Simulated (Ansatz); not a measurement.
**GeH3Br + H2O2: a complex and its separated parts**

The complex below is one end of an elementary step. How strongly is it bound against its free parts?

Computed with Ansatz 0.2.0, Gaussian basis. Level: PBE0-D4/def2-TZVP structures, single points in def2-TZVPP, no counterpoise correction.

Levels: SPW92, PBE-D4, BLYP-D4, r2SCAN-D4, B97M-V, PBE0-D4, B3LYP-D4, r2SCAN0-D4, BHLYP-D4, CAM-B3LYP-D4, wB97X-V, wB97M-V, B2PLYP, PBE-QIDH, RPA on PBE, Hartree-Fock, MP2, CCSD, CCSD(T).

Correlated methods freeze the cores. Filled d shells of the heavier atoms are correlated. B3LYP uses VWN-RPA correlation. B2PLYP carries no dispersion term here.

20 further runs of the same task are left out: 20 set aside as unsound or not needed.

## 1. Where the work starts

The complex: 9 atoms, charge 0, spin multiplicity 1.

Atoms are counted from 1 here; the program's logs count them from 0.

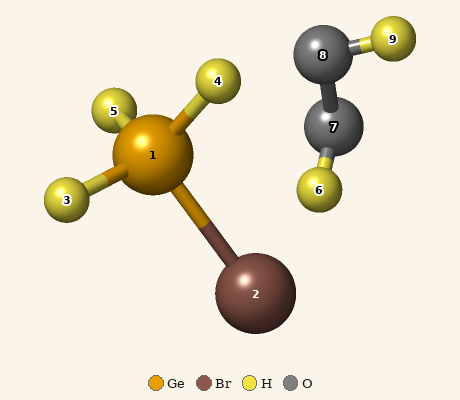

Start geometry, drawn with germanium amber, bromine brown, hydrogen yellow, oxygen grey; atoms are numbered from 1 in the order of the file.

Coordinates:

```xyz
9
charge 0, multiplicity 1
Ge   -0.9818   -1.2165    0.0152
Br    1.2804   -1.6047    0.4223
H    -1.6025   -2.6149   -0.0885
H    -1.5279   -0.4482    1.2175
H    -1.0730   -0.4485   -1.3003
H     1.6945    0.6988   -0.4687
O     1.4442    1.6141   -0.6788
O     0.2377    1.7442    0.0649
H     0.5284    2.2757    0.8162
```

Its parts: GeH3Br holds atoms 1, 2, 3, 4, 5; H2O2 holds atoms 6, 7, 8, 9. Each part counts its atoms afresh in its own runs.

## 2. Relaxing GeH3Br alone

relax-a/in.yaml

```yaml
crystal:
  periodic: [false, false, false]
  atoms:
    - {symbol: Ge, position_ang: [-0.981766, -1.216457, 0.015228]}
    - {symbol: Br, position_ang: [1.280356, -1.604730, 0.422346]}
    - {symbol: H, position_ang: [-1.602459, -2.614938, -0.088494]}
    - {symbol: H, position_ang: [-1.527882, -0.448183, 1.217530]}
    - {symbol: H, position_ang: [-1.073006, -0.448474, -1.300326]}
basis:
  gaussian: {orbitals: def2-TZVP}
hamiltonian: {xc: pbe0, dispersion: d4}
relax: {f_tol: 0.005, max_steps: 200}
```

The command line of these runs was not kept.

Standard output (excerpt; [...] marks lines left out):

```text
Functional definition: PBE0
  name "PBE0"
  cite "Adamo & Barone, J. Chem. Phys. 110, 6158 (1999) doi:10.1063/1.478522"
  cite "Perdew, Burke & Ernzerhof, Phys. Rev. Lett. 77, 3865 (1996) doi:10.1103/PhysRevLett.77.3865"
  parent pbe
[...]
946 factors; their error is unknown
[...]
mean field -126599.06919839 eV, -4652.4299811096 hartree, gradient 1.7e-5 eV, S^2 0.000000; 0 other end points of the search recorded, 0 dependent functions left out
[...]
reference -126599.06922439 eV, -4652.4299820651 hartree; 35, 35 occupied and 79, 79 virtual orbitals, 946 factors
relax step   1: F+E_penalty+E_count = -126599.13650065 eV  Δ(F+E_penalty+E_count) = +0.000e0 eV  max|allowed force component| = 3.395e-1 eV/Å  Δτ_max = 0.0000 Å  (24 SCF iters, accepted)
[...]
relax step   3: F+E_penalty+E_count = -126599.14432426 eV  Δ(F+E_penalty+E_count) = -8.800e-4 eV  max|allowed force component| = 2.555e-2 eV/Å  Δτ_max = 0.0162 Å  (28 SCF iters, accepted)
[...]
relax step   4: F+E_penalty+E_count = -126599.14435993 eV  Δ(F+E_penalty+E_count) = -3.567e-5 eV  max|allowed force component| = 9.247e-4 eV/Å  Δτ_max = 0.0023 Å  (29 SCF iters, accepted)
946 factors; their error is unknown
mean field -126599.07699639 eV, -4652.4302676808 hartree, gradient 2.3e-5 eV, S^2 0.000000; 1 other end points of the search recorded, 0 dependent functions left out
[...]
reference -126599.07702247 eV, -4652.4302686393 hartree; 35, 35 occupied and 79, 79 virtual orbitals, 946 factors
Total energy: -126599.14438601 eV, -4652.4327442038 hartree
Atom 0 at    -0.966014    -1.237704     0.020034 Å, force     0.000390    -0.000472     0.000097 eV/Å
Atom 1 at     1.280577    -1.587698     0.423357 Å, force     0.000337    -0.000127     0.000051 eV/Å
Atom 2 at    -1.625188    -2.615254    -0.095985 Å, force    -0.000240    -0.000925    -0.000025 eV/Å
Atom 3 at    -1.520666    -0.444100     1.206678 Å, force    -0.000391     0.000745     0.000712 eV/Å
Atom 4 at    -1.073466    -0.448026    -1.287800 Å, force    -0.000096     0.000778    -0.000835 eV/Å
Dipole moment:    -0.384021     0.059850    -0.068941 e Å
```

Wall time 8.5 s (8 threads, shared host); peak memory 0.26 GiB.

Along the way:

```
step  energy from step 1 (eV)  largest force component (eV/Å)
   1                   0.0000                          0.3395
   2                  -0.0069                          0.0513
   3                  -0.0078                          0.0255
   4                  -0.0079                          0.0009
```

Distances of close pairs at the start and the end, largest changes first:

```
   bond  before (Å)  after (Å)  change (Å)
Ge1–Br2       2.331      2.309      -0.022
 Ge1–H5       1.526      1.532      +0.005
 Ge1–H4       1.528      1.532      +0.004
 Ge1–H3       1.534      1.532      -0.002
```

## 3. Relaxing H2O2 alone

relax-b/in.yaml

```yaml
crystal:
  periodic: [false, false, false]
  atoms:
    - {symbol: H, position_ang: [1.694462, 0.698767, -0.468684]}
    - {symbol: O, position_ang: [1.444172, 1.614104, -0.678795]}
    - {symbol: O, position_ang: [0.237746, 1.744239, 0.064934]}
    - {symbol: H, position_ang: [0.528377, 2.275672, 0.816161]}
basis:
  gaussian: {orbitals: def2-TZVP}
hamiltonian: {xc: pbe0, dispersion: d4}
relax: {f_tol: 0.005, max_steps: 200}
```

Standard output (excerpt; [...] marks lines left out):

```text
[... 5 set-up lines as earlier in the session ...]
[...]
390 factors; their error is unknown
[...]
mean field -4121.29073733 eV, -151.4546410855 hartree, gradient 1.8e-5 eV, S^2 0.000000; 0 other end points of the search recorded, 0 dependent functions left out
[...]
reference -4121.29075301 eV, -151.4546416619 hartree; 9, 9 occupied and 65, 65 virtual orbitals, 390 factors
relax step   1: F+E_penalty+E_count = -4121.30548008 eV  Δ(F+E_penalty+E_count) = +0.000e0 eV  max|allowed force component| = 3.245e-1 eV/Å  Δτ_max = 0.0000 Å  (23 SCF iters, accepted)
[...]
relax step   4: F+E_penalty+E_count = -4121.31037894 eV  Δ(F+E_penalty+E_count) = -1.140e-3 eV  max|allowed force component| = 1.951e-2 eV/Å  Δτ_max = 0.0126 Å  (29 SCF iters, accepted)
[...]
relax step   5: F+E_penalty+E_count = -4121.31039757 eV  Δ(F+E_penalty+E_count) = -1.864e-5 eV  max|allowed force component| = 4.852e-3 eV/Å  Δτ_max = 0.0025 Å  (29 SCF iters, accepted)
390 factors; their error is unknown
mean field -4121.29567955 eV, -151.4548227088 hartree, gradient 1.7e-5 eV, S^2 0.000000; 1 other end points of the search recorded, 0 dependent functions left out
[...]
reference -4121.29569508 eV, -151.4548232795 hartree; 9, 9 occupied and 65, 65 virtual orbitals, 390 factors
Total energy: -4121.31041311 eV, -151.4553641571 hartree
Atom 0 at     1.685714     0.687697    -0.508622 Å, force     0.000483    -0.000218    -0.000410 eV/Å
Atom 1 at     1.463591     1.616403    -0.646845 Å, force     0.004030    -0.000956    -0.002790 eV/Å
Atom 2 at     0.245789     1.718510     0.086995 Å, force    -0.002865     0.002715     0.004852 eV/Å
Atom 3 at     0.509663     2.310172     0.802087 Å, force    -0.001648    -0.001541    -0.001653 eV/Å
Dipole moment:     0.181471    -0.125870     0.318646 e Å
```

Wall time 3 s (8 threads, shared host); peak memory 0.12 GiB.

The steps of the relaxation:

```
step  energy from step 1 (eV)  largest force component (eV/Å)
   1                   0.0000                          0.3245
   2                  -0.0036                          0.1109
   3                  -0.0038                          0.0957
   4                  -0.0049                          0.0195
   5                  -0.0049                          0.0049
```

Close pairs (by a distance rule), those that changed most:

```
 bond  before (Å)  after (Å)  change (Å)
H1–O2       0.972      0.965      -0.007
O2–O3       1.423      1.425      +0.002
O3–H4       0.965      0.965      -0.000
```

## 4. wB97M-V/def2-TZVPP

parta/in.yaml

```yaml
crystal:
  periodic: [false, false, false]
  atoms:
    - {symbol: Ge, position_ang: [-0.966014, -1.237704, 0.020034]}
    - {symbol: Br, position_ang: [1.280577, -1.587698, 0.423357]}
    - {symbol: H, position_ang: [-1.625188, -2.615254, -0.095985]}
    - {symbol: H, position_ang: [-1.520666, -0.444100, 1.206678]}
    - {symbol: H, position_ang: [-1.073466, -0.448026, -1.287800]}
basis:
  gaussian: {orbitals: def2-TZVPP}
hamiltonian: {xc: {name: wB97M-V}}
```

partb/in.yaml

```yaml
crystal:
  periodic: [false, false, false]
  atoms:
    - {symbol: H, position_ang: [1.685714, 0.687697, -0.508622]}
    - {symbol: O, position_ang: [1.463591, 1.616403, -0.646845]}
    - {symbol: O, position_ang: [0.245789, 1.718510, 0.086995]}
    - {symbol: H, position_ang: [0.509663, 2.310172, 0.802087]}
basis:
  gaussian: {orbitals: def2-TZVPP}
hamiltonian: {xc: {name: wB97M-V}}
```

parta printed (excerpt; [...] marks lines left out):

```text
Functional definition: wB97M-V
  name "wB97M-V"
  cite "Mardirossian & Head-Gordon, J. Chem. Phys. 144, 214110 (2016) doi:10.1063/1.4952647"
  cite "Becke, J. Chem. Phys. 107, 8554 (1997) doi:10.1063/1.475007"
  cite "Vydrov & Van Voorhis, J. Chem. Phys. 133, 244103 (2010) doi:10.1063/1.3521275"
  # Of w^i u^j: cxij and so on, Table III.
[...]
  gx(w, u) = 1 - cx + cx01*u + cx10*w
  gss(w, u) = css00 + css04*u^4 + css10*w + css20*w^2 + css43*w^4*u^3
  gos(w, u) = cos00 + cos10*w + (cos20 + cos21*u)*w^2 + (cos60 + cos61*u)*w^6
[...]
      + integral(e_c_pw_mod_opposite_spin*gos(b97_w_opposite, b97_u_opposite)) + vv10(b, c)
971 factors; their error is unknown
176 factors; integrals over basis functions are off by at most 6.2e-5 eV
[...]
mean field -126606.99583556 eV, -4652.7212796528 hartree, gradient 5.5e-5 eV, S^2 0.000000; 0 other end points of the search recorded, 0 dependent functions left out
reference -126606.99587384 eV, -4652.7212810594 hartree; 35, 35 occupied and 103, 103 virtual orbitals, 971 factors
Total energy: -126606.99587384 eV, -4652.7212810594 hartree
```

partb printed (excerpt; [...] marks lines left out):

```text
[... 5 set-up lines as earlier in the session ...]
  # Of w^i u^j: cxij and so on, Table III.
[...]
  gx(w, u) = 1 - cx + cx01*u + cx10*w
  gss(w, u) = css00 + css04*u^4 + css10*w + css20*w^2 + css43*w^4*u^3
  gos(w, u) = cos00 + cos10*w + (cos20 + cos21*u)*w^2 + (cos60 + cos61*u)*w^6
[...]
      + integral(e_c_pw_mod_opposite_spin*gos(b97_w_opposite, b97_u_opposite)) + vv10(b, c)
420 factors; their error is unknown
96 factors; integrals over basis functions are off by at most 1.0e-5 eV
[...]
mean field -4124.46032643 eV, -151.5711213367 hartree, gradient 1.7e-5 eV, S^2 0.000000; 0 other end points of the search recorded, 0 dependent functions left out
reference -4124.46035028 eV, -151.5711222132 hartree; 9, 9 occupied and 81, 81 virtual orbitals, 420 factors
Total energy: -4124.46035028 eV, -151.5711222132 hartree
```

Wall times: 3.7 s (parta), 0.96 s (partb) on 8 threads, shared host; peak memory 0.43 GiB.

## 5. CCSD(T)/def2-TZVPP

The same edit goes into each in.yaml of step 4 (parta, partb):

```diff
-hamiltonian: {xc: {name: wB97M-V}}
+correlation: {method: ccsd_t}
```

Output in parta (excerpt; [...] marks lines left out):

```text
Functional definition: HF
  name "HF"
  cite "Fock, Z. Phys. 61, 126 (1930) doi:10.1007/BF01340294"
[... 1 set-up line as earlier in the session ...]
[...]
872 factors; integrals over basis functions are off by at most 7.1e-4 eV
[...]
mean field -126521.20886276 eV, -4649.5686665509 hartree, gradient 3.4e-6 eV, S^2 0.000000; 0 other end points of the search recorded, 0 dependent functions left out
18 core orbitals not correlated: weight in the atoms' cores, before any rotation towards them, 1.000 or more for the frozen orbitals, at most 0.000 for the correlated occupied ones
reference -126521.20886276 eV, -4649.5686665509 hartree; 17, 17 occupied and 103, 103 virtual orbitals, 872 factors
second order -14.65536171 eV of doubles, -0.00000000 eV of singles
cycle   1  -14.66824924 eV  change   -1.3e-2 eV  update   8.1e-2
[...]
cycle   8  -15.14697705 eV  change   -2.7e-5 eV  update   1.9e-5
perturbative correction -0.49662656 eV, -0.0182506893 hartree
Total energy: -126536.85246637 eV, -4650.1435583799 hartree
```

Log of partb (excerpt; [...] marks lines left out):

```text
[... 4 set-up lines as earlier in the session ...]
[...]
570 factors; integrals over basis functions are off by at most 7.6e-4 eV
[...]
mean field -4104.72223040 eV, -150.8457596864 hartree, gradient 3.0e-6 eV, S^2 0.000000; 0 other end points of the search recorded, 0 dependent functions left out
2 core orbitals not correlated: weight in the atoms' cores, before any rotation towards them, 1.000 or more for the frozen orbitals, at most 0.000 for the correlated occupied ones
reference -4104.72223040 eV, -150.8457596864 hartree; 7, 7 occupied and 81, 81 virtual orbitals, 570 factors
second order -13.41329898 eV of doubles, -0.00000000 eV of singles
cycle   1  -13.25096079 eV  change    1.6e-1 eV  update   6.7e-2
[...]
cycle  10  -13.63650427 eV  change    6.6e-6 eV  update   1.2e-5
perturbative correction -0.48678037 eV, -0.0178888488 hartree
Total energy: -4118.84551504 eV, -151.3647808241 hartree
```

Times: 9 s (parta), 1.4 s (partb) on 8 threads, shared host; peak memory 0.81 GiB.

## 6. Vibrations of GeH3Br

vib-parta/in.yaml

```yaml
crystal:
  periodic: [false, false, false]
  atoms:
    - {symbol: Ge, position_ang: [-0.966014, -1.237704, 0.020034]}
    - {symbol: Br, position_ang: [1.280577, -1.587698, 0.423357]}
    - {symbol: H, position_ang: [-1.625188, -2.615254, -0.095985]}
    - {symbol: H, position_ang: [-1.520666, -0.444100, 1.206678]}
    - {symbol: H, position_ang: [-1.073466, -0.448026, -1.287800]}
basis:
  gaussian: {orbitals: def2-TZVP}
hamiltonian: {xc: pbe0, dispersion: d4}
phonons: {temperatures: {t_min: 298.15, t_max: 900, t_step: 200}}
```

Standard output (excerpt; [...] marks lines left out):

```text
[... 5 set-up lines as earlier in the session ...]
[...]
946 factors; their error is unknown
[...]
mean field -126599.07699643 eV, -4652.4302676822 hartree, gradient 6.4e-5 eV, S^2 0.000000; 0 other end points of the search recorded, 0 dependent functions left out
[...]
reference -126599.07702251 eV, -4652.4302686408 hartree; 35, 35 occupied and 79, 79 virtual orbitals, 946 factors
[... from here to the last solve, the lines of the solves are left out (29 solves) ...]
946 factors; their error is unknown
[...]
mean field -126599.07696062 eV, -4652.4302663662 hartree, gradient 2.6e-6 eV, S^2 0.000000; 0 other end points of the search recorded, 0 dependent functions left out
[...]
reference -126599.07698670 eV, -4652.4302673249 hartree; 35, 35 occupied and 79, 79 virtual orbitals, 946 factors
Total energy: -126599.14438605 eV, -4652.4327442053 hartree
Atom 0 at    -0.966014    -1.237704     0.020034 Å, force     0.000397    -0.000465     0.000077 eV/Å
Atom 1 at     1.280577    -1.587698     0.423357 Å, force     0.000336    -0.000126     0.000052 eV/Å
Atom 2 at    -1.625188    -2.615254    -0.095985 Å, force    -0.000244    -0.000931    -0.000022 eV/Å
Atom 3 at    -1.520666    -0.444100     1.206678 Å, force    -0.000394     0.000747     0.000720 eV/Å
Atom 4 at    -1.073466    -0.448026    -1.287800 Å, force    -0.000095     0.000775    -0.000827 eV/Å
Dipole moment:    -0.384020     0.059851    -0.068941 e Å
Vibrations: 308.96 571.74 571.77 832.71 870.06 870.07 2176.84 2189.33 2189.39 cm⁻¹, zero-point energy 0.655931 eV
```

Wall time 35 s (8 threads, shared host); peak memory 0.26 GiB.

Wavenumbers and character of the modes:

```
mode  wavenumber (cm⁻¹)      character
   1                309  Ge–Br stretch
   2                572           bend
   3                572           bend
   4                833           bend
   5                870           bend
   6                870           bend
   7               2177   Ge–H stretch
   8               2189   Ge–H stretch
   9               2189   Ge–H stretch
```

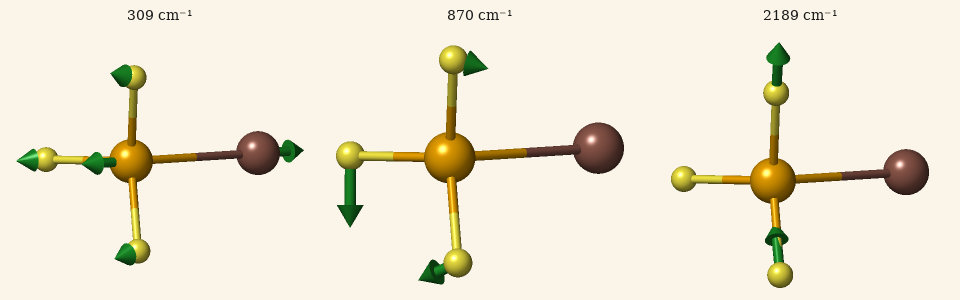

How the atoms move in 3 of the modes.

Vibrational sums (real modes only):

```
T (K)  entropy (J/mol/K)  heat capacity (J/mol/K)
  298               12.0                     23.2
  498               27.8                     38.2
  698               42.3                     47.9
  898               55.3                     54.8
```

## 7. Vibrations of H2O2

vib-partb/in.yaml

```yaml
crystal:
  periodic: [false, false, false]
  atoms:
    - {symbol: H, position_ang: [1.685714, 0.687697, -0.508622]}
    - {symbol: O, position_ang: [1.463591, 1.616403, -0.646845]}
    - {symbol: O, position_ang: [0.245789, 1.718510, 0.086995]}
    - {symbol: H, position_ang: [0.509663, 2.310172, 0.802087]}
basis:
  gaussian: {orbitals: def2-TZVP}
hamiltonian: {xc: pbe0, dispersion: d4}
phonons: {temperatures: {t_min: 298.15, t_max: 900, t_step: 200}}
```

Standard output (excerpt; [...] marks lines left out):

```text
[... 5 set-up lines as earlier in the session ...]
[...]
390 factors; their error is unknown
[...]
mean field -4121.29567955 eV, -151.4548227088 hartree, gradient 2.3e-5 eV, S^2 0.000000; 0 other end points of the search recorded, 0 dependent functions left out
[...]
reference -4121.29569508 eV, -151.4548232795 hartree; 9, 9 occupied and 65, 65 virtual orbitals, 390 factors
[... from here to the last solve, the lines of the solves are left out (23 solves) ...]
390 factors; their error is unknown
mean field -4121.29559637 eV, -151.4548196522 hartree, gradient 1.6e-6 eV, S^2 0.000000; 0 other end points of the search recorded, 0 dependent functions left out
[...]
reference -4121.29561188 eV, -151.4548202222 hartree; 9, 9 occupied and 65, 65 virtual orbitals, 390 factors
Total energy: -4121.31041311 eV, -151.4553641571 hartree
Atom 0 at     1.685714     0.687697    -0.508622 Å, force     0.000490    -0.000239    -0.000406 eV/Å
Atom 1 at     1.463591     1.616403    -0.646845 Å, force     0.004019    -0.000938    -0.002792 eV/Å
Atom 2 at     0.245789     1.718510     0.086995 Å, force    -0.002856     0.002725     0.004858 eV/Å
Atom 3 at     0.509663     2.310172     0.802087 Å, force    -0.001652    -0.001548    -0.001659 eV/Å
Dipole moment:     0.181471    -0.125870     0.318646 e Å
Vibrations: 395.05 1007.99 1346.83 1464.48 3805.89 3806.70 cm⁻¹, zero-point energy 0.733176 eV
```

Run time: 8 s. Hardware: 8 threads, shared host; peak memory 0.12 GiB.

The modes, with what each moves most:

```
mode  wavenumber (cm⁻¹)    character
   1                395      torsion
   2               1008  O–O stretch
   3               1347         bend
   4               1464         bend
   5               3806  O–H stretch
   6               3807  O–H stretch
```

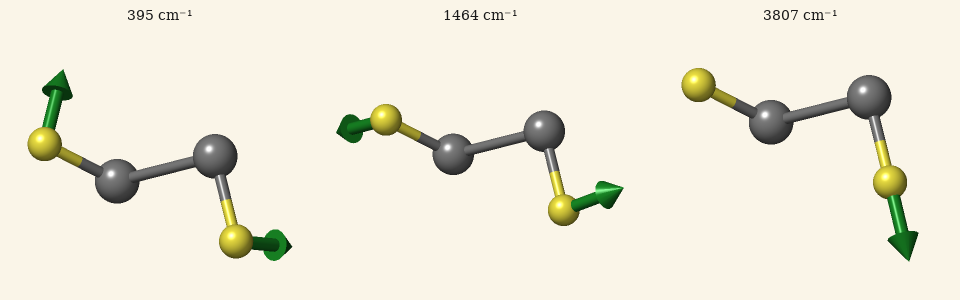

Displacements of 3 modes, as arrows.

Vibrational sums (real modes only):

```
T (K)  entropy (J/mol/K)  heat capacity (J/mol/K)
  298                4.6                      8.6
  498               11.0                     16.7
  698               17.7                     22.8
  898               24.0                     27.2
```

## 8. Complex less separated parts

The complex's own energies come from single points at the same levels. Levels not printed above were run the same way.

Rows are in def2-TZVPP; times add the 3 runs of a level on a shared host, so small differences are noise.

Differences are taken before rounding.

```
      method                    rung  complex less parts (kJ/mol)  from CCSD(T) (kJ/mol)     time
       SPW92                     LDA                        -35.2                  -14.3    3.1 s
      PBE-D4                     GGA                        -24.3                   -3.4    3.6 s
     BLYP-D4                     GGA                        -23.3                   -2.4    3.9 s
   r2SCAN-D4                meta-GGA                        -22.7                   -1.8    6.2 s
      B97M-V                meta-GGA                        -22.2                   -1.3    9.3 s
     PBE0-D4                  hybrid                        -22.5                   -1.5    5.6 s
    B3LYP-D4                  hybrid                        -22.8                   -1.9    4.9 s
  r2SCAN0-D4                  hybrid                        -22.0                   -1.1    7.3 s
    BHLYP-D4                  hybrid                        -22.9                   -2.0    5.2 s
CAM-B3LYP-D4  range-separated hybrid                        -23.2                   -2.3    6.3 s
     wB97X-V  range-separated hybrid                        -22.4                   -1.5     11 s
     wB97M-V  range-separated hybrid                        -23.5                   -2.6     12 s
      B2PLYP           double hybrid                        -16.5                   +4.4    9.2 s
    PBE-QIDH           double hybrid                        -19.1                   +1.8    9.4 s
  RPA on PBE                     RPA                        -17.7                   +3.2      7 s
Hartree-Fock            wavefunction                         -5.3                  +15.6         
         MP2            wavefunction                        -22.3                   -1.4         
        CCSD            wavefunction                        -18.5                   +2.4         
     CCSD(T)            wavefunction                        -20.9                      0  2.3 min
```

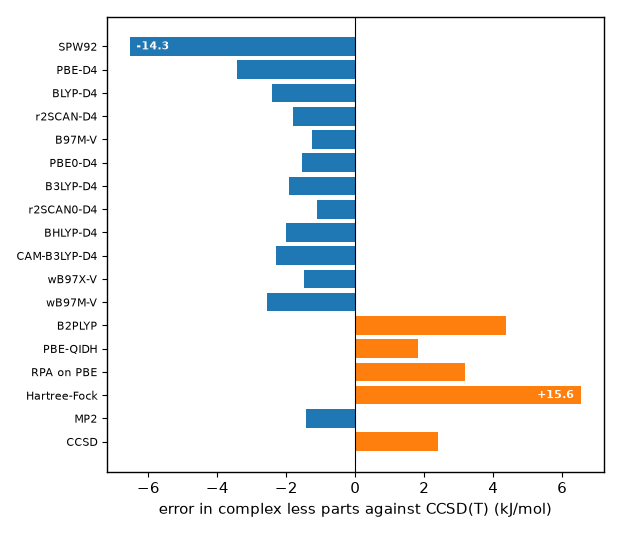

Error of each method against CCSD(T). Bars with a number in them are cut short.

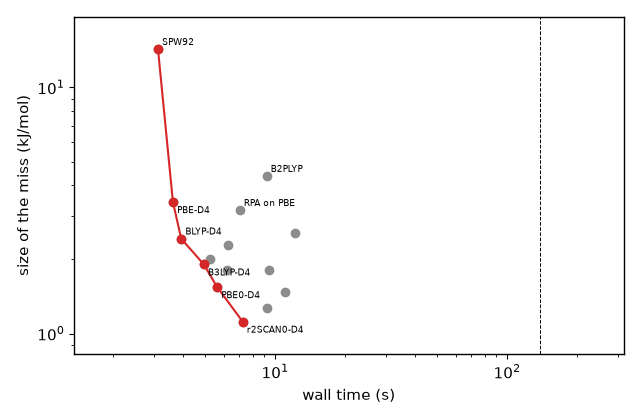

Miss against cost. Red marks the levels that no quicker level drawn beats (of those quicker than the yardstick), and the dashed line is the time of CCSD(T). Only those levels and the largest misses are named. Times are from a shared host.

r2SCAN0-D4 reaches 1.1 kJ/mol from the reference in 7.3 s, where CCSD(T) took 2.3 min; the quickest level in the cost chart, SPW92, takes 3.1 s and misses by 14.3 kJ/mol.

The complex's zero-point energy, from a separate PBE0-D4 run, is 1.436 eV.

## 9. Results

| quantity | value |
| --- | --- |
| complex less parts, CCSD(T)/def2-TZVPP | -20.9 kJ/mol |
| with zero-point energy | -16.4 kJ/mol |
| largest T1 diagnostic | 0.011 |

What this shows: At CCSD(T) the complex lies 20.9 kJ/mol below its parts. The functionals run from r2SCAN0-D4, off by -1.1 kJ/mol, to SPW92, off by -14.3 kJ/mol, against CCSD(T). By rung, the mean size of the error is: LDA 14.3, GGA 2.9, meta-GGA 1.5, hybrid 1.6, range-separated hybrid 2.1, double hybrid 3.1 kJ/mol. PBE-D4 gives a relative energy 3.4 kJ/mol too low, inside chemical accuracy (1 kcal/mol, 4.2 kJ/mol). No counterpoise was applied, and triple zeta lacks some correlation, so the CCSD(T) reference has a basis error of its own, and close matches with it are partly luck.
